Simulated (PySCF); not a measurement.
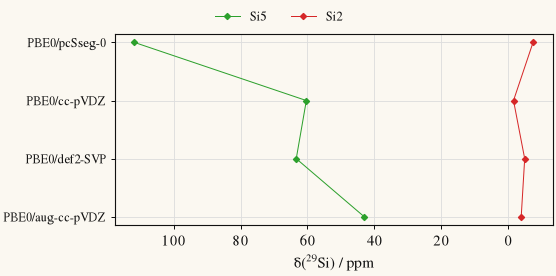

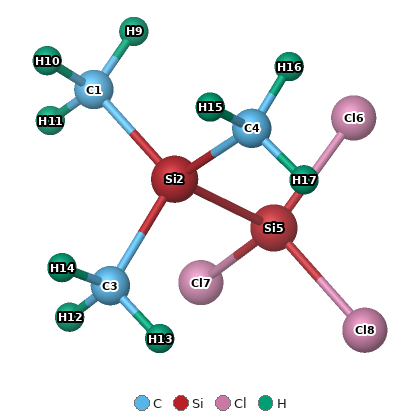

GIAO ²⁹Si shifts of C₃H₉Cl₃Si₂, SMILES C[Si](C)(C)[Si](Cl)(Cl)Cl at several levels, one geometry, PySCF 2.14.0, at a PBE0-D3(BJ)/def2-SVP geometry (no frequency check); values of one conformer, averaged over methyl-type rotors and exact or near symmetry; each against TMS at the same level.

Which of the plotted signals depends most on the level, and by how much?

Answer. That of Si5: from 43.0 ppm (PBE0/aug-cc-pVDZ) to 111.7 ppm (PBE0/pcSseg-0), a spread of 68.7 ppm. The steadiest, Si2, moves by 5.8 ppm.

Do all levels give the signals in the same order?

Answer. Yes, the order of the signals is the same at every level.
